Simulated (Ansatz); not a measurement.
# Molecular dynamics, with input and output: SiNH$_{3}$Cl$_{2}$ (part 1 of 3)

- system: SiNH$_{3}$Cl$_{2}$
- method: RHF/def2-SVP (Ansatz 0.2.0)

It belongs to a series of runs on one base structure; here: dynamics from the last frame of an earlier run.

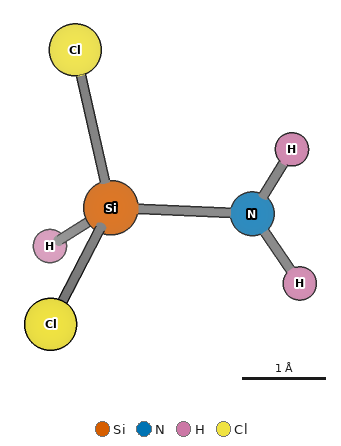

The structure as given in the input (ball-and-stick view, seen on its broad side). Bond lengths as drawn: Cl–Si 2.04 to 2.08 Å, H–N 1.00 to 1.02 Å, H–Si 1.48 Å and N–Si 1.72 Å.

### Summary

```csv
quantity,value
outcome,finished
mean temperature over the second half,279 K
trajectory,"250 steps, 125 fs"
ensemble,nvt_nose_hoover
temperature in the input,300.0 K
time step,0.5 fs
potential energy (last step),−34390.8275 eV
mean-field energy (last step),−34390.8275 eV
largest force (length of the vector) (last step),2.447 eV/Å
hardware,"1 thread of Intel Xeon @ 2.50GHz (Skylake/Cascade Lake), 32 GiB of memory available, shared host"
wall time,6.4 min
peak memory,0.17 GiB
```

### Remarks

So short a trajectory is not equilibrated.

### Input file
```yaml
crystal:
  periodic: [false, false, false]
  atoms:
    - { symbol: Si, position_ang: [0.016666, 0.00154, 0.021027] }
    - { symbol: "N", position_ang: [0.063133, -0.087091, 1.73504] }
    - { symbol: H, position_ang: [-0.663919, 0.232364, 2.373976] }
    - { symbol: H, position_ang: [0.967417, 0.056034, 2.125709] }
    - { symbol: Cl, position_ang: [1.965149, -0.032343, -0.598] }
    - { symbol: Cl, position_ang: [-0.969212, 1.704086, -0.650438] }
    - { symbol: H, position_ang: [-0.863912, -1.010895, -0.613063] }
basis:
  gaussian: { orbitals: def2-SVP }
hamiltonian:
  xc: hf
md:
  timestep: 0.5
  n_steps: 250
  ensemble: nvt_nose_hoover
  temperature: 300.0
  initial_velocities: maxwell_boltzmann
  seed: 569294
  masses: [{ species: H, mass: 2.014 }]
```

Launched with:
```bash
ansatz run input.yaml --threads 1 --pin off --max-ram 2048MiB --backend cpu --events-out ev --progress --plain --runs-dir out
```

### The program's output
```
Engine: ansatz 0.2.0, x86_64-unknown-linux-gnu
Functional definition: HF
  exchange = exact_x
  correlation = 0
843 factors; integrals over basis functions are off by at most 2.8e-4 eV
mean field evaluation 1: about -34388.5698 eV, gradient 3.1e1 eV
mean field evaluation 2: about -34388.5945 eV, gradient 3.1e1 eV
mean field evaluation 4: about -34390.8001 eV, gradient 2.2e0 eV
mean field evaluation 8: about -34390.8204 eV, gradient 1.2e-1 eV
mean field -34390.82052221 eV, -1263.8393432559 hartree, gradient 3.3e-5 eV, S^2 0.000000; 0 other end points of the search recorded, 0 dependent functions left out
the calculation of the forces begins
reference -34390.82052221 eV, -1263.8393432559 hartree; 29, 29 occupied and 54, 54 virtual orbitals, 843 factors
md step     0: t =     0.00 fs  T =   300.0 K  F+E_penalty+E_count = -34390.82052221 eV  E_kin = 0.193890 eV  conserved = -34390.62663221 eV  (33 SCF iters)
these checks for a lower state are left out or cut short: starts, cluster_reference, orbital_swaps, neighbouring_geometries, increment
843 factors; integrals over basis functions are off by at most 2.9e-4 eV
mean field evaluation 16: about -34390.8195 eV, gradient 1.7e-3 eV
mean field -34390.81948266 eV, -1263.8393050529 hartree, gradient 1.5e-5 eV, S^2 0.000000; 0 other end points of the search recorded, 0 dependent functions left out
the calculation of the forces begins
reference -34390.81948266 eV, -1263.8393050529 hartree; 29, 29 occupied and 54, 54 virtual orbitals, 843 factors
md step     1: t =     0.50 fs  T =   298.6 K  F+E_penalty+E_count = -34390.81948266 eV  E_kin = 0.192985 eV  conserved = -34390.62649811 eV  (26 SCF iters)
[... from here on the SCF iterations and repeated set-up lines of each step are left out, up to the last step ...]
md step     2: t =     1.00 fs  T =   292.8 K  F+E_penalty+E_count = -34390.81560141 eV  E_kin = 0.189255 eV  conserved = -34390.62634678 eV  (25 SCF iters)
md step     3: t =     1.50 fs  T =   286.3 K  F+E_penalty+E_count = -34390.81127655 eV  E_kin = 0.185061 eV  conserved = -34390.62621620 eV  (26 SCF iters)
md step     4: t =     2.00 fs  T =   282.3 K  F+E_penalty+E_count = -34390.80859573 eV  E_kin = 0.182463 eV  conserved = -34390.62613402 eV  (26 SCF iters)
md step     5: t =     2.50 fs  T =   282.8 K  F+E_penalty+E_count = -34390.80888800 eV  E_kin = 0.182777 eV  conserved = -34390.62611340 eV  (26 SCF iters)
md step     6: t =     3.00 fs  T =   288.3 K  F+E_penalty+E_count = -34390.81250581 eV  E_kin = 0.186357 eV  conserved = -34390.62615237 eV  (25 SCF iters)
md step     7: t =     3.50 fs  T =   298.0 K  F+E_penalty+E_count = -34390.81885107 eV  E_kin = 0.192621 eV  conserved = -34390.62623634 eV  (26 SCF iters)
md step     8: t =     4.00 fs  T =   309.9 K  F+E_penalty+E_count = -34390.82660791 eV  E_kin = 0.200274 eV  conserved = -34390.62634257 eV  (26 SCF iters)
md step     9: t =     4.50 fs  T =   321.3 K  F+E_penalty+E_count = -34390.83411484 eV  E_kin = 0.207682 eV  conserved = -34390.62644361 eV  (26 SCF iters)
md step    10: t =     5.00 fs  T =   330.0 K  F+E_penalty+E_count = -34390.83981037 eV  E_kin = 0.213310 eV  conserved = -34390.62651166 eV  (26 SCF iters)
md step    11: t =     5.50 fs  T =   334.5 K  F+E_penalty+E_count = -34390.84268341 eV  E_kin = 0.216173 eV  conserved = -34390.62652246 eV  (25 SCF iters)
md step    12: t =     6.00 fs  T =   334.5 K  F+E_penalty+E_count = -34390.84264818 eV  E_kin = 0.216196 eV  conserved = -34390.62646363 eV  (26 SCF iters)
md step    13: t =     6.50 fs  T =   331.7 K  F+E_penalty+E_count = -34390.84071656 eV  E_kin = 0.214381 eV  conserved = -34390.62634434 eV  (26 SCF iters)
md step    14: t =     7.00 fs  T =   329.0 K  F+E_penalty+E_count = -34390.83882403 eV  E_kin = 0.212629 eV  conserved = -34390.62620124 eV  (26 SCF iters)
md step    15: t =     7.50 fs  T =   329.8 K  F+E_penalty+E_count = -34390.83923444 eV  E_kin = 0.213144 eV  conserved = -34390.62609239 eV  (26 SCF iters)
md step    16: t =     8.00 fs  T =   336.6 K  F+E_penalty+E_count = -34390.84363695 eV  E_kin = 0.217558 eV  conserved = -34390.62607464 eV  (26 SCF iters)
md step    17: t =     8.50 fs  T =   349.8 K  F+E_penalty+E_count = -34390.85227929 eV  E_kin = 0.226094 eV  conserved = -34390.62617469 eV  (26 SCF iters)
md step    18: t =     9.00 fs  T =   367.0 K  F+E_penalty+E_count = -34390.86357050 eV  E_kin = 0.237179 eV  conserved = -34390.62637119 eV  (26 SCF iters)
md step    19: t =     9.50 fs  T =   383.4 K  F+E_penalty+E_count = -34390.87441451 eV  E_kin = 0.247781 eV  conserved = -34390.62660132 eV  (26 SCF iters)
md step    20: t =    10.00 fs  T =   393.5 K  F+E_penalty+E_count = -34390.88117496 eV  E_kin = 0.254338 eV  conserved = -34390.62678834 eV  (25 SCF iters)
md step    21: t =    10.50 fs  T =   392.9 K  F+E_penalty+E_count = -34390.88086138 eV  E_kin = 0.253920 eV  conserved = -34390.62687245 eV  (26 SCF iters)
md step    22: t =    11.00 fs  T =   379.3 K  F+E_penalty+E_count = -34390.87206680 eV  E_kin = 0.245144 eV  conserved = -34390.62682999 eV  (26 SCF iters)
md step    23: t =    11.50 fs  T =   353.7 K  F+E_penalty+E_count = -34390.85535955 eV  E_kin = 0.228566 eV  conserved = -34390.62667501 eV  (26 SCF iters)
md step    24: t =    12.00 fs  T =   319.5 K  F+E_penalty+E_count = -34390.83308735 eV  E_kin = 0.206493 eV  conserved = -34390.62644989 eV  (26 SCF iters)
md step    25: t =    12.50 fs  T =   282.2 K  F+E_penalty+E_count = -34390.80873499 eV  E_kin = 0.182359 eV  conserved = -34390.62620834 eV  (35 SCF iters)
md step    26: t =    13.00 fs  T =   247.4 K  F+E_penalty+E_count = -34390.78607085 eV  E_kin = 0.159879 eV  conserved = -34390.62600417 eV  (26 SCF iters)
md step    27: t =    13.50 fs  T =   220.1 K  F+E_penalty+E_count = -34390.76830270 eV  E_kin = 0.142221 eV  conserved = -34390.62587719 eV  (26 SCF iters)
md step    28: t =    14.00 fs  T =   203.3 K  F+E_penalty+E_count = -34390.75744291 eV  E_kin = 0.131379 eV  conserved = -34390.62584636 eV  (26 SCF iters)
md step    29: t =    14.50 fs  T =   197.8 K  F+E_penalty+E_count = -34390.75399833 eV  E_kin = 0.127862 eV  conserved = -34390.62590817 eV  (25 SCF iters)
md step    30: t =    15.00 fs  T =   202.3 K  F+E_penalty+E_count = -34390.75701442 eV  E_kin = 0.130737 eV  conserved = -34390.62604126 eV  (26 SCF iters)
md step    31: t =    15.50 fs  T =   213.5 K  F+E_penalty+E_count = -34390.76441383 eV  E_kin = 0.137959 eV  conserved = -34390.62621218 eV  (26 SCF iters)
md step    32: t =    16.00 fs  T =   227.3 K  F+E_penalty+E_count = -34390.77352768 eV  E_kin = 0.146897 eV  conserved = -34390.62638325 eV  (26 SCF iters)
md step    33: t =    16.50 fs  T =   239.7 K  F+E_penalty+E_count = -34390.78170487 eV  E_kin = 0.154938 eV  conserved = -34390.62651687 eV  (26 SCF iters)
md step    34: t =    17.00 fs  T =   247.7 K  F+E_penalty+E_count = -34390.78690965 eV  E_kin = 0.160076 eV  conserved = -34390.62658206 eV  (26 SCF iters)
md step    35: t =    17.50 fs  T =   249.7 K  F+E_penalty+E_count = -34390.78821123 eV  E_kin = 0.161398 eV  conserved = -34390.62656070 eV  (26 SCF iters)
md step    36: t =    18.00 fs  T =   246.5 K  F+E_penalty+E_count = -34390.78605231 eV  E_kin = 0.159344 eV  conserved = -34390.62645690 eV  (26 SCF iters)
md step    37: t =    18.50 fs  T =   240.8 K  F+E_penalty+E_count = -34390.78215674 eV  E_kin = 0.155605 eV  conserved = -34390.62630315 eV  (26 SCF iters)
md step    38: t =    19.00 fs  T =   236.1 K  F+E_penalty+E_count = -34390.77899094 eV  E_kin = 0.152587 eV  conserved = -34390.62615919 eV  (25 SCF iters)
md step    39: t =    19.50 fs  T =   236.0 K  F+E_penalty+E_count = -34390.77884264 eV  E_kin = 0.152515 eV  conserved = -34390.62608884 eV  (25 SCF iters)
md step    40: t =    20.00 fs  T =   242.1 K  F+E_penalty+E_count = -34390.78283431 eV  E_kin = 0.156470 eV  conserved = -34390.62613270 eV  (26 SCF iters)
md step    41: t =    20.50 fs  T =   253.4 K  F+E_penalty+E_count = -34390.79031110 eV  E_kin = 0.163804 eV  conserved = -34390.62628382 eV  (26 SCF iters)
md step    42: t =    21.00 fs  T =   266.5 K  F+E_penalty+E_count = -34390.79895448 eV  E_kin = 0.172255 eV  conserved = -34390.62648676 eV  (26 SCF iters)
md step    43: t =    21.50 fs  T =   276.6 K  F+E_penalty+E_count = -34390.80562916 eV  E_kin = 0.178767 eV  conserved = -34390.62666193 eV  (26 SCF iters)
md step    44: t =    22.00 fs  T =   279.6 K  F+E_penalty+E_count = -34390.80760241 eV  E_kin = 0.180675 eV  conserved = -34390.62674040 eV  (26 SCF iters)
md step    45: t =    22.50 fs  T =   273.5 K  F+E_penalty+E_count = -34390.80361391 eV  E_kin = 0.176751 eV  conserved = -34390.62668985 eV  (26 SCF iters)
md step    46: t =    23.00 fs  T =   259.5 K  F+E_penalty+E_count = -34390.79439156 eV  E_kin = 0.167710 eV  conserved = -34390.62652283 eV  (26 SCF iters)
md step    47: t =    23.50 fs  T =   241.4 K  F+E_penalty+E_count = -34390.78247590 eV  E_kin = 0.156043 eV  conserved = -34390.62628841 eV  (26 SCF iters)
md step    48: t =    24.00 fs  T =   224.8 K  F+E_penalty+E_count = -34390.77147411 eV  E_kin = 0.145291 eV  conserved = -34390.62605367 eV  (26 SCF iters)
md step    49: t =    24.50 fs  T =   215.1 K  F+E_penalty+E_count = -34390.76502407 eV  E_kin = 0.139028 eV  conserved = -34390.62588255 eV  (26 SCF iters)
md step    50: t =    25.00 fs  T =   216.4 K  F+E_penalty+E_count = -34390.76579571 eV  E_kin = 0.139881 eV  conserved = -34390.62581815 eV  (24 SCF iters)
md step    51: t =    25.50 fs  T =   230.3 K  F+E_penalty+E_count = -34390.77480819 eV  E_kin = 0.148859 eV  conserved = -34390.62587295 eV  (24 SCF iters)
md step    52: t =    26.00 fs  T =   255.5 K  F+E_penalty+E_count = -34390.79121837 eV  E_kin = 0.165136 eV  conserved = -34390.62602937 eV  (24 SCF iters)
md step    53: t =    26.50 fs  T =   288.3 K  F+E_penalty+E_count = -34390.81257890 eV  E_kin = 0.186305 eV  conserved = -34390.62624886 eV  (35 SCF iters)
md step    54: t =    27.00 fs  T =   323.3 K  F+E_penalty+E_count = -34390.83543221 eV  E_kin = 0.208955 eV  conserved = -34390.62648441 eV  (26 SCF iters)
md step    55: t =    27.50 fs  T =   354.9 K  F+E_penalty+E_count = -34390.85605019 eV  E_kin = 0.229400 eV  conserved = -34390.62669113 eV  (26 SCF iters)
md step    56: t =    28.00 fs  T =   378.1 K  F+E_penalty+E_count = -34390.87115315 eV  E_kin = 0.244397 eV  conserved = -34390.62683230 eV  (25 SCF iters)
md step    57: t =    28.50 fs  T =   389.5 K  F+E_penalty+E_count = -34390.87850421 eV  E_kin = 0.251732 eV  conserved = -34390.62688230 eV  (26 SCF iters)
md step    58: t =    29.00 fs  T =   387.8 K  F+E_penalty+E_count = -34390.87732222 eV  E_kin = 0.250633 eV  conserved = -34390.62682946 eV  (26 SCF iters)
md step    59: t =    29.50 fs  T =   374.4 K  F+E_penalty+E_count = -34390.86845969 eV  E_kin = 0.241945 eV  conserved = -34390.62668119 eV  (25 SCF iters)
md step    60: t =    30.00 fs  T =   352.8 K  F+E_penalty+E_count = -34390.85426975 eV  E_kin = 0.227990 eV  conserved = -34390.62646831 eV  (26 SCF iters)
md step    61: t =    30.50 fs  T =   328.1 K  F+E_penalty+E_count = -34390.83809962 eV  E_kin = 0.212063 eV  conserved = -34390.62624473 eV  (25 SCF iters)
md step    62: t =    31.00 fs  T =   305.7 K  F+E_penalty+E_count = -34390.82344029 eV  E_kin = 0.197590 eV  conserved = -34390.62607487 eV  (26 SCF iters)
md step    63: t =    31.50 fs  T =   289.6 K  F+E_penalty+E_count = -34390.81293520 eV  E_kin = 0.187167 eV  conserved = -34390.62600830 eV  (26 SCF iters)
md step    64: t =    32.00 fs  T =   281.3 K  F+E_penalty+E_count = -34390.80760889 eV  E_kin = 0.181804 eV  conserved = -34390.62606017 eV  (26 SCF iters)
md step    65: t =    32.50 fs  T =   279.6 K  F+E_penalty+E_count = -34390.80664722 eV  E_kin = 0.180718 eV  conserved = -34390.62620029 eV  (26 SCF iters)
md step    66: t =    33.00 fs  T =   281.3 K  F+E_penalty+E_count = -34390.80786229 eV  E_kin = 0.181783 eV  conserved = -34390.62636607 eV  (26 SCF iters)
md step    67: t =    33.50 fs  T =   282.3 K  F+E_penalty+E_count = -34390.80865002 eV  E_kin = 0.182463 eV  conserved = -34390.62649032 eV  (26 SCF iters)
md step    68: t =    34.00 fs  T =   279.8 K  F+E_penalty+E_count = -34390.80703325 eV  E_kin = 0.180828 eV  conserved = -34390.62652653 eV  (25 SCF iters)
md step    69: t =    34.50 fs  T =   272.7 K  F+E_penalty+E_count = -34390.80238851 eV  E_kin = 0.176263 eV  conserved = -34390.62646403 eV  (26 SCF iters)
md step    70: t =    35.00 fs  T =   262.5 K  F+E_penalty+E_count = -34390.79562174 eV  E_kin = 0.169650 eV  conserved = -34390.62632845 eV  (26 SCF iters)
md step    71: t =    35.50 fs  T =   252.2 K  F+E_penalty+E_count = -34390.78878568 eV  E_kin = 0.162991 eV  conserved = -34390.62616930 eV  (26 SCF iters)
md step    72: t =    36.00 fs  T =   245.5 K  F+E_penalty+E_count = -34390.78432003 eV  E_kin = 0.158672 eV  conserved = -34390.62604220 eV  (26 SCF iters)
md step    73: t =    36.50 fs  T =   245.4 K  F+E_penalty+E_count = -34390.78419215 eV  E_kin = 0.158617 eV  conserved = -34390.62598961 eV  (26 SCF iters)
md step    74: t =    37.00 fs  T =   253.2 K  F+E_penalty+E_count = -34390.78922673 eV  E_kin = 0.163633 eV  conserved = -34390.62602973 eV  (26 SCF iters)
md step    75: t =    37.50 fs  T =   267.9 K  F+E_penalty+E_count = -34390.79881514 eV  E_kin = 0.173123 eV  conserved = -34390.62615297 eV  (26 SCF iters)
md step    76: t =    38.00 fs  T =   286.6 K  F+E_penalty+E_count = -34390.81105285 eV  E_kin = 0.185212 eV  conserved = -34390.62632832 eV  (26 SCF iters)
md step    77: t =    38.50 fs  T =   305.1 K  F+E_penalty+E_count = -34390.82320942 eV  E_kin = 0.197209 eV  conserved = -34390.62651727 eV  (26 SCF iters)
md step    78: t =    39.00 fs  T =   319.1 K  F+E_penalty+E_count = -34390.83234987 eV  E_kin = 0.206217 eV  conserved = -34390.62668014 eV  (26 SCF iters)
md step    79: t =    39.50 fs  T =   324.5 K  F+E_penalty+E_count = -34390.83596177 eV  E_kin = 0.209756 eV  conserved = -34390.62678423 eV  (26 SCF iters)
md step    80: t =    40.00 fs  T =   319.2 K  F+E_penalty+E_count = -34390.83248179 eV  E_kin = 0.206285 eV  conserved = -34390.62680582 eV  (26 SCF iters)
md step    81: t =    40.50 fs  T =   302.6 K  F+E_penalty+E_count = -34390.82167563 eV  E_kin = 0.195581 eV  conserved = -34390.62673228 eV  (35 SCF iters)
md step    82: t =    41.00 fs  T =   276.8 K  F+E_penalty+E_count = -34390.80482544 eV  E_kin = 0.178923 eV  conserved = -34390.62656699 eV  (26 SCF iters)
md step    83: t =    41.50 fs  T =   246.0 K  F+E_penalty+E_count = -34390.78464959 eV  E_kin = 0.159004 eV  conserved = -34390.62633543 eV  (26 SCF iters)
md step    84: t =    42.00 fs  T =   215.8 K  F+E_penalty+E_count = -34390.76487304 eV  E_kin = 0.139499 eV  conserved = -34390.62608726 eV  (26 SCF iters)
md step    85: t =    42.50 fs  T =   192.3 K  F+E_penalty+E_count = -34390.74943566 eV  E_kin = 0.124284 eV  conserved = -34390.62588694 eV  (26 SCF iters)
md step    86: t =    43.00 fs  T =   180.2 K  F+E_penalty+E_count = -34390.74148551 eV  E_kin = 0.116450 eV  conserved = -34390.62579408 eV  (25 SCF iters)
md step    87: t =    43.50 fs  T =   181.7 K  F+E_penalty+E_count = -34390.74246848 eV  E_kin = 0.117413 eV  conserved = -34390.62583874 eV  (26 SCF iters)
md step    88: t =    44.00 fs  T =   195.7 K  F+E_penalty+E_count = -34390.75168136 eV  E_kin = 0.126486 eV  conserved = -34390.62600580 eV  (26 SCF iters)
md step    89: t =    44.50 fs  T =   218.3 K  F+E_penalty+E_count = -34390.76651325 eV  E_kin = 0.141118 eV  conserved = -34390.62623941 eV  (26 SCF iters)
md step    90: t =    45.00 fs  T =   244.1 K  F+E_penalty+E_count = -34390.78331081 eV  E_kin = 0.157730 eV  conserved = -34390.62646432 eV  (26 SCF iters)
md step    91: t =    45.50 fs  T =   267.4 K  F+E_penalty+E_count = -34390.79853929 eV  E_kin = 0.172853 eV  conserved = -34390.62661439 eV  (26 SCF iters)
md step    92: t =    46.00 fs  T =   284.9 K  F+E_penalty+E_count = -34390.80980604 eV  E_kin = 0.184128 eV  conserved = -34390.62665515 eV  (26 SCF iters)
md step    93: t =    46.50 fs  T =   295.3 K  F+E_penalty+E_count = -34390.81639989 eV  E_kin = 0.190837 eV  conserved = -34390.62659266 eV  (26 SCF iters)
md step    94: t =    47.00 fs  T =   299.9 K  F+E_penalty+E_count = -34390.81920466 eV  E_kin = 0.193821 eV  conserved = -34390.62646793 eV  (26 SCF iters)
md step    95: t =    47.50 fs  T =   301.5 K  F+E_penalty+E_count = -34390.82007533 eV  E_kin = 0.194876 eV  conserved = -34390.62633863 eV  (26 SCF iters)
md step    96: t =    48.00 fs  T =   303.1 K  F+E_penalty+E_count = -34390.82095249 eV  E_kin = 0.195891 eV  conserved = -34390.62625643 eV  (26 SCF iters)
md step    97: t =    48.50 fs  T =   306.5 K  F+E_penalty+E_count = -34390.82306763 eV  E_kin = 0.198071 eV  conserved = -34390.62624777 eV  (25 SCF iters)
md step    98: t =    49.00 fs  T =   311.8 K  F+E_penalty+E_count = -34390.82652791 eV  E_kin = 0.201528 eV  conserved = -34390.62630746 eV  (25 SCF iters)
md step    99: t =    49.50 fs  T =   317.7 K  F+E_penalty+E_count = -34390.83038172 eV  E_kin = 0.205340 eV  conserved = -34390.62640675 eV  (25 SCF iters)
md step   100: t =    50.00 fs  T =   321.8 K  F+E_penalty+E_count = -34390.83305555 eV  E_kin = 0.207971 eV  conserved = -34390.62650811 eV  (25 SCF iters)
md step   101: t =    50.50 fs  T =   321.6 K  F+E_penalty+E_count = -34390.83293871 eV  E_kin = 0.207840 eV  conserved = -34390.62657944 eV  (26 SCF iters)
md step   102: t =    51.00 fs  T =   315.4 K  F+E_penalty+E_count = -34390.82890337 eV  E_kin = 0.203842 eV  conserved = -34390.62659827 eV  (26 SCF iters)
md step   103: t =    51.50 fs  T =   302.8 K  F+E_penalty+E_count = -34390.82065871 eV  E_kin = 0.195695 eV  conserved = -34390.62655559 eV  (26 SCF iters)
md step   104: t =    52.00 fs  T =   284.9 K  F+E_penalty+E_count = -34390.80890973 eV  E_kin = 0.184101 eV  conserved = -34390.62645210 eV  (26 SCF iters)
md step   105: t =    52.50 fs  T =   264.2 K  F+E_penalty+E_count = -34390.79534231 eV  E_kin = 0.170736 eV  conserved = -34390.62629921 eV  (26 SCF iters)
md step   106: t =    53.00 fs  T =   244.5 K  F+E_penalty+E_count = -34390.78242112 eV  E_kin = 0.158038 eV  conserved = -34390.62612273 eV  (26 SCF iters)
md step   107: t =    53.50 fs  T =   230.2 K  F+E_penalty+E_count = -34390.77296495 eV  E_kin = 0.148787 eV  conserved = -34390.62596215 eV  (25 SCF iters)
md step   108: t =    54.00 fs  T =   225.1 K  F+E_penalty+E_count = -34390.76950775 eV  E_kin = 0.145472 eV  conserved = -34390.62586495 eV  (25 SCF iters)
md step   109: t =    54.50 fs  T =   231.4 K  F+E_penalty+E_count = -34390.77355625 eV  E_kin = 0.149562 eV  conserved = -34390.62587079 eV  (35 SCF iters)
md step   110: t =    55.00 fs  T =   249.0 K  F+E_penalty+E_count = -34390.78498624 eV  E_kin = 0.160921 eV  conserved = -34390.62599310 eV  (26 SCF iters)
md step   111: t =    55.50 fs  T =   274.8 K  F+E_penalty+E_count = -34390.80185473 eV  E_kin = 0.177633 eV  conserved = -34390.62620706 eV  (26 SCF iters)
md step   112: t =    56.00 fs  T =   303.9 K  F+E_penalty+E_count = -34390.82079323 eV  E_kin = 0.196388 eV  conserved = -34390.62645537 eV  (26 SCF iters)
md step   113: t =    56.50 fs  T =   330.1 K  F+E_penalty+E_count = -34390.83790375 eV  E_kin = 0.213358 eV  conserved = -34390.62666694 eV  (25 SCF iters)
md step   114: t =    57.00 fs  T =   348.6 K  F+E_penalty+E_count = -34390.84986313 eV  E_kin = 0.225277 eV  conserved = -34390.62678249 eV  (26 SCF iters)
md step   115: t =    57.50 fs  T =   356.4 K  F+E_penalty+E_count = -34390.85484350 eV  E_kin = 0.230342 eV  conserved = -34390.62677463 eV  (26 SCF iters)
md step   116: t =    58.00 fs  T =   353.7 K  F+E_penalty+E_count = -34390.85293306 eV  E_kin = 0.228622 eV  conserved = -34390.62665913 eV  (26 SCF iters)
md step   117: t =    58.50 fs  T =   343.3 K  F+E_penalty+E_count = -34390.84591285 eV  E_kin = 0.221848 eV  conserved = -34390.62648474 eV  (26 SCF iters)
md step   118: t =    59.00 fs  T =   329.1 K  F+E_penalty+E_count = -34390.83649901 eV  E_kin = 0.212671 eV  conserved = -34390.62631614 eV  (26 SCF iters)
md step   119: t =    59.50 fs  T =   315.2 K  F+E_penalty+E_count = -34390.82734353 eV  E_kin = 0.203689 eV  conserved = -34390.62620771 eV  (25 SCF iters)
```
